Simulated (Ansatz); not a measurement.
# Calculations on BH$_{3}$OClF

### Relaxation

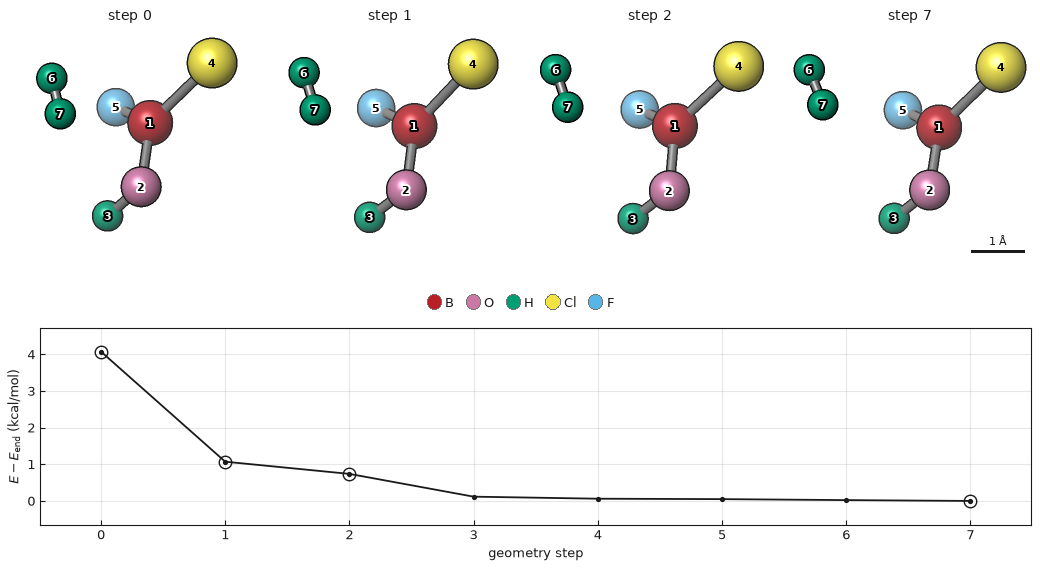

Frames of a relaxation of BH₃OClF, marked on the history of the run. The picture is a ball-and-stick view, seen at a tilt.

The run prepares an end point of a later path (reaction) calculation, from a guessed geometry.

Computed with RKS PBE-D4/def2-SVP (Ansatz 0.2.0). (no spin polarisation; force threshold 0.03 eV/Å; at most 50 steps)

**What happens along the run?**

Over 7 geometry steps the energy falls by 4.08 kcal/mol. The largest force component goes from 1.5 to 0.016 eV/Å. H6 moves most after the best rigid fit: 0.51 Å. Largest moves by element: H 0.51 Å, B 0.22 Å, Cl 0.22 Å, O 0.22 Å, F 0.17 Å. Near-neighbour distances that change, for instance: H6–H7 0.721 → 0.768 Å, B1–O2 1.381 → 1.354 Å. From step 0 to 1: H6 moves most (0.20 Å), energy −3.00 kcal/mol. From step 1 to 2: H6 moves most (0.20 Å), energy −0.33 kcal/mol. From step 2 to 7: H7 moves most (0.17 Å), energy −0.74 kcal/mol.

Limits of the set-up: the start holds two separate molecules, 2.2 Å apart at their closest, whose relative position is a soft coordinate.

### Relaxation

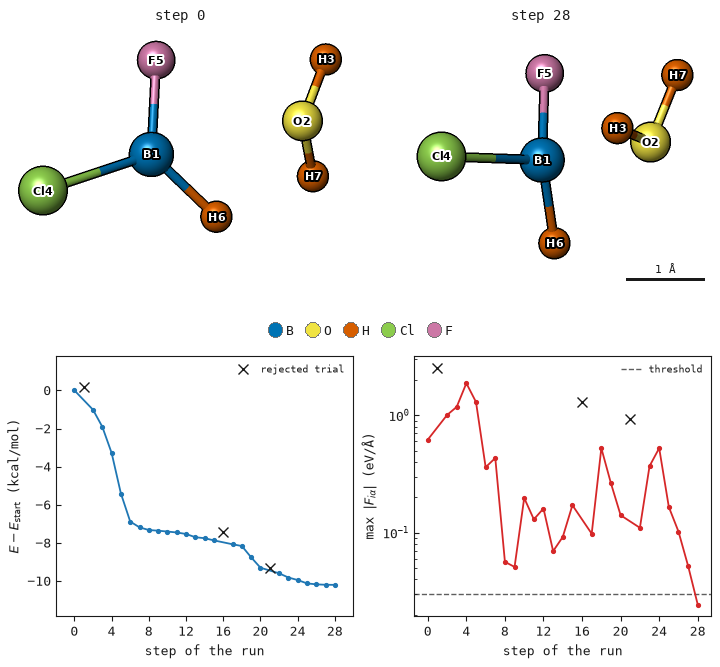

First and last geometry of a relaxation of BH₃OClF, with the history of the run. A ball-and-stick model, seen from a free direction.

The run prepares an end point of a later path (reaction) calculation, from a guessed geometry.

Method: Ansatz, RKS PBE-D4/def2-SVP.

Input
```yaml
crystal:
  periodic: [false, false, false]
  atoms:
    - { symbol: B, position_ang: [0.143898, 0.450949, -0.421918] }
    - { symbol: O, position_ang: [0.062403, -0.043895, 2.127215] }
    - { symbol: H, position_ang: [-0.896081, -0.234507, 2.111104] }
    - { symbol: Cl, position_ang: [1.602249, -0.280749, -1.058391] }
    - { symbol: F, position_ang: [-1.035343, -0.117429, -0.658324] }
    - { symbol: H, position_ang: [0.169681, 1.533707, 0.099014] }
    - { symbol: H, position_ang: [0.087893, 0.909924, 1.856902] }
basis:
  gaussian: { orbitals: def2-SVP }
hamiltonian:
  xc: pbe
  dispersion: d4
relax:
  f_tol: 0.03
  max_steps: 50
```

Run as
```bash
ansatz run input.yaml --threads 1 --pin off --max-ram 2048MiB --backend cpu --events-out ev --progress --plain --runs-dir out
```

Did the run converge, and what did it change?

Answer. It converged. The atom that moves furthest after the best rigid fit is H3 (1.45 Å). By element the largest moves are H 1.45 Å, Cl 0.80 Å, O 0.70 Å, F 0.45 Å, B 0.41 Å. Near-neighbour distances that change, for instance: B1–O2 2.598 → 1.720 Å, B1–Cl4 1.751 → 1.854 Å, B1–F5 1.330 → 1.369 Å, B1–H6 1.202 → 1.214 Å. Among the angles between lasting bonds that change: Cl4–B1–F5 119.7° → 113.9°, Cl4–B1–H6 121.1° → 115.5°, H3–O2–H7 102.0° → 105.6°. After 25 accepted moves (28 points after the start) the energy has fallen by 10.2 kcal/mol. The largest force component goes from 0.62 to 0.024 eV/Å. The line search rejected the trial steps at points 1, 16, 21 of the run.

```json
{"step": "0", "E − E(0), kcal/mol": "0.00", "largest force component, eV/Å": "0.6198", "note": ""}
{"step": "1", "E − E(0), kcal/mol": "0.16", "largest force component, eV/Å": "2.5462", "note": "rejected"}
{"step": "2", "E − E(0), kcal/mol": "-1.02", "largest force component, eV/Å": "1.0049", "note": ""}
{"step": "3", "E − E(0), kcal/mol": "-1.91", "largest force component, eV/Å": "1.1788", "note": ""}
{"step": "4", "E − E(0), kcal/mol": "-3.28", "largest force component, eV/Å": "1.8739", "note": ""}
{"step": "5", "E − E(0), kcal/mol": "-5.41", "largest force component, eV/Å": "1.2971", "note": ""}
{"step": "6", "E − E(0), kcal/mol": "-6.88", "largest force component, eV/Å": "0.3609", "note": ""}
{"step": "7", "E − E(0), kcal/mol": "-7.19", "largest force component, eV/Å": "0.4320", "note": ""}
{"step": "8", "E − E(0), kcal/mol": "-7.33", "largest force component, eV/Å": "0.0564", "note": ""}
{"step": "9", "E − E(0), kcal/mol": "-7.36", "largest force component, eV/Å": "0.0511", "note": ""}
{"step": "10", "E − E(0), kcal/mol": "-7.41", "largest force component, eV/Å": "0.1973", "note": ""}
{"step": "11", "E − E(0), kcal/mol": "-7.46", "largest force component, eV/Å": "0.1298", "note": ""}
{"step": "12", "E − E(0), kcal/mol": "-7.53", "largest force component, eV/Å": "0.1606", "note": ""}
{"step": "13", "E − E(0), kcal/mol": "-7.70", "largest force component, eV/Å": "0.0696", "note": ""}
{"step": "14", "E − E(0), kcal/mol": "-7.76", "largest force component, eV/Å": "0.0919", "note": ""}
{"step": "15", "E − E(0), kcal/mol": "-7.87", "largest force component, eV/Å": "0.1712", "note": ""}
{"step": "16", "E − E(0), kcal/mol": "-7.40", "largest force component, eV/Å": "1.3092", "note": "rejected"}
{"step": "17", "E − E(0), kcal/mol": "-8.07", "largest force component, eV/Å": "0.0980", "note": ""}
{"step": "18", "E − E(0), kcal/mol": "-8.17", "largest force component, eV/Å": "0.5243", "note": ""}
{"step": "19", "E − E(0), kcal/mol": "-8.76", "largest force component, eV/Å": "0.2625", "note": ""}
{"step": "20", "E − E(0), kcal/mol": "-9.31", "largest force component, eV/Å": "0.1407", "note": ""}
{"step": "21", "E − E(0), kcal/mol": "-9.29", "largest force component, eV/Å": "0.9352", "note": "rejected"}
{"step": "22", "E − E(0), kcal/mol": "-9.60", "largest force component, eV/Å": "0.1100", "note": ""}
{"step": "23", "E − E(0), kcal/mol": "-9.82", "largest force component, eV/Å": "0.3688", "note": ""}
{"step": "24", "E − E(0), kcal/mol": "-9.95", "largest force component, eV/Å": "0.5244", "note": ""}
{"step": "25", "E − E(0), kcal/mol": "-10.13", "largest force component, eV/Å": "0.1654", "note": ""}
{"step": "26", "E − E(0), kcal/mol": "-10.18", "largest force component, eV/Å": "0.1022", "note": ""}
{"step": "27", "E − E(0), kcal/mol": "-10.20", "largest force component, eV/Å": "0.0521", "note": ""}
{"step": "28", "E − E(0), kcal/mol": "-10.20", "largest force component, eV/Å": "0.0244", "note": ""}
```

### Path

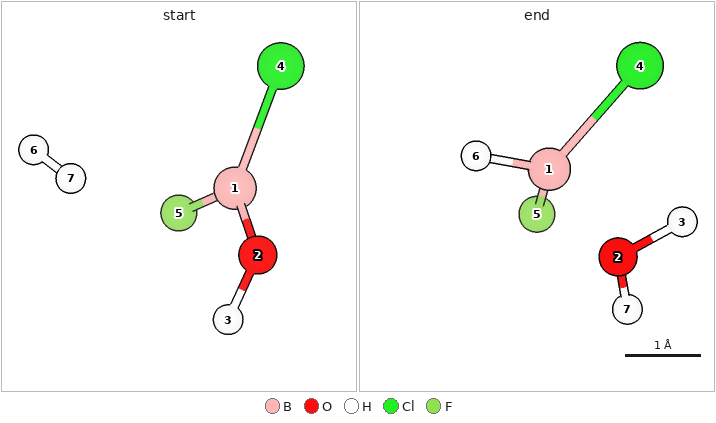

The two relaxed end points of a path for BH3OClF, made up at the start of BHOClF and H2. Style: ball-and-stick. Shown at a tilt.

These are results of RKS PBE-D4/def2-SVP in Ansatz 0.2.0, not measurements.

Run with 7 movable images; climbing image; force threshold 0.05 eV/Å; iteration limit 60.

Start:
```xyz
7

B    -0.0183   -0.4681    0.0985
O    -0.0002   -0.7059    1.4313
H    -0.8811   -0.5807    1.8313
Cl    1.4680   -0.6338   -0.8328
F    -1.1447   -0.1152   -0.5342
H     0.2808    2.5815    0.7253
H     0.4302    2.1401    1.3362
```

End:
```xyz
7

B     0.1841    0.6480   -0.0226
O    -0.0972    0.3771    1.6529
H     0.2617   -0.5400    1.7361
Cl    1.1457   -0.8849   -0.4263
F    -1.0948    0.6461   -0.5107
H     0.8101    1.6871   -0.0780
H    -1.0749    0.2846    1.7042
```

**Predict the minimum-energy path and its barrier.**

The highest point, image 3, lies 1.65 eV above the start and 0.96 eV above the end; the end is at +0.69 eV relative to the start. Breaking: H6–H7 (0.77 → 1.06 at the top → 2.95 Å). Forming: B1–H6 (3.13 → 1.39 at the top → 1.21 Å), O2–H7 (2.88 → 1.27 at the top → 0.98 Å). The band converged in 14 iterations. The largest component of the band force went from 46 to 0.03 eV/Å. The climbing image converged on the top of the path. Its vibrational analysis gives one imaginary mode (1210i cm⁻¹), as a transition state must have.

Energies of the converged images:

| image | path (Å) | E (eV) |
| --- | --- | --- |
| 0 | 0.00 | 0.000 |
| 1 | 0.65 | 0.051 |
| 2 | 1.31 | 0.487 |
| 3 | 1.96 | 1.650 |
| 4 | 2.57 | 0.954 |
| 5 | 3.17 | 0.806 |
| 6 | 3.78 | 0.780 |
| 7 | 4.39 | 0.728 |
| 8 | 4.99 | 0.694 |

The geometry at the top of the path:

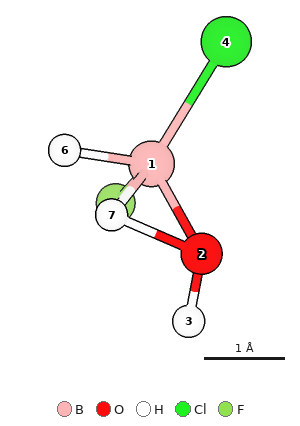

Limits of the set-up: the start holds two separate molecules, 2.9 Å apart at their closest, whose relative position is a soft coordinate.

The run took 3 min on 1 thread of Arm Neoverse V1, with other jobs on the host, peak memory 0.15 GiB.
